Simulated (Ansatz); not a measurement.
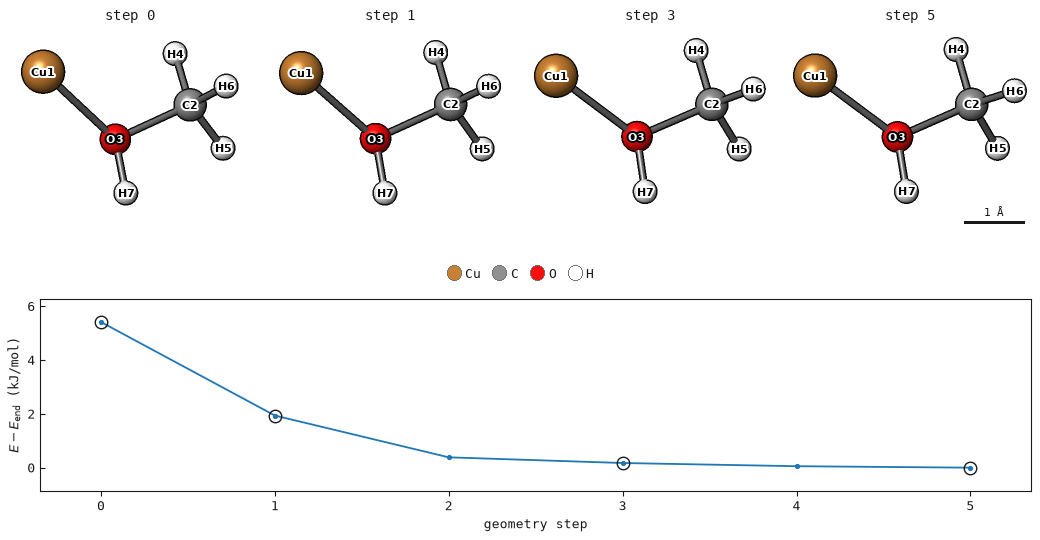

Frames of a relaxation of CH$_{4}$CuO (charge +1) (coarse preliminary run), marked on the history of the run. Style: ball-and-stick. Shown from a free direction.

Theory: RKS PBE-D4/def2-SVP (Ansatz 0.2.0). Settings: force threshold 0.03 eV/Å; at most 250 steps.

Q: Describe the path.

A: The largest move after the best rigid fit is that of Cu1, 0.20 Å. Largest moves by element: Cu 0.20 Å, H 0.16 Å, O 0.12 Å, C 0.03 Å. Among the contacts that change: Cu1–O3 1.969 → 1.907 Å, C2–H5 1.090 → 1.107 Å, C2–H4 1.088 → 1.104 Å, C2–O3 1.447 → 1.461 Å. Bond angles that change, for instance: Cu1–O3–C2 117.8° → 125.1°. The energy falls by 5.41 kJ/mol in 5 geometry steps. Largest force component: 0.69 eV/Å at the start, 0.025 eV/Å at the end. From step 0 to 1: Cu1 moves most (0.04 Å), energy −3.47 kJ/mol. From step 1 to 3: Cu1 moves most (0.12 Å), energy −1.76 kJ/mol. From step 3 to 5: Cu1 moves most (0.05 Å), energy −0.17 kJ/mol.

```tsv
step	E − E(0), kJ/mol	largest force component, eV/Å
0	0.00	0.6945
1	-3.47	0.3980
2	-5.03	0.1067
3	-5.24	0.1071
4	-5.36	0.0417
5	-5.41	0.0252
```
